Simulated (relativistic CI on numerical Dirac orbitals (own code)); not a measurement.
**Relativistic CI calculation, with input and output: Cu²⁺**

Cu²⁺. Computed at this level: charge-transfer multiplet model of a cubic metal-ligand cluster with up to 2 ligand holes, Slater and spin-orbit integrals from Dirac-Coulomb-Breit ions, Slater integrals scaled by 0.8 (relativistic CI on numerical Dirac orbitals, in-house).

**Input file**
```
cluster ion=Cu2+ d9 ligand_holes=2 slater_scale=0.8
Delta=4.2 Udd=7.2 Upd=8.8 tenDq=-0.45 tenDqL=0 Veg=1.18 Vt2g=-2 red=0.9
spectrum xps 2p T=300 lorentz=0.6 gauss=0.8
```

The run was one of a batch that the task file lists, launched with:
```bash
python <driver script> task.json out
```

The program writes its results to a structured record and prints no log; tables and figures of this report are taken from that record.

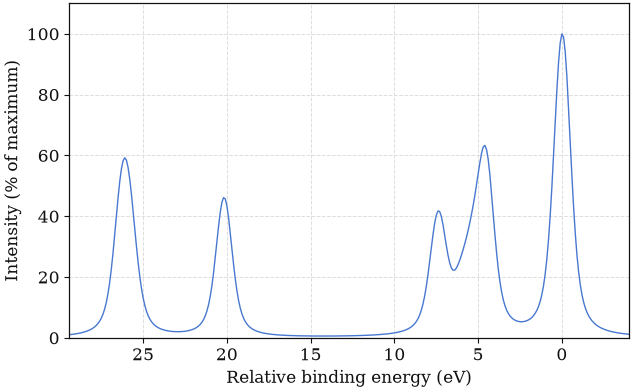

Figure 1. 2p photoemission of nominal Cu²⁺ (d⁹) with U_dd = 7.2, U_pd = 8.8, 10Dq = −0.45 (ligand 0), V(eg) = 1.18, V(t2g) = −2 eV, final-state hopping scaled by 0.9. Charge-transfer multiplet model of a cubic metal–ligand cluster, up to 1 ligand hole (L), atomic integrals computed for Dirac–Coulomb–Breit ions and scaled by 0.8, 300 K, Voigt broadening (Lorentzian 0.6 eV, Gaussian 0.8 eV). Energies are counted from the highest peak in the lower part of the range. Δ = 4.2 eV, below U_dd, on the charge-transfer side of the Zaanen–Sawatzky–Allen scheme. The ground state is 87 % d⁹ and 13 % d¹⁰L, with 9.13 d electrons and S = 0.50. The main maxima lie at 0.0 eV (100), 4.6 eV (63), 7.4 eV (42), 20.2 eV (46) and 26.1 eV (59), heights in % of the largest. The features below about 14 eV belong to the 2p₃/₂ hole, those above mostly to the 2p₁/₂ hole.

**Key numbers**

```
quantity                      value
 outcome                  converged
hardware  1 CPU thread, shared host
CPU time                      1.7 s
```
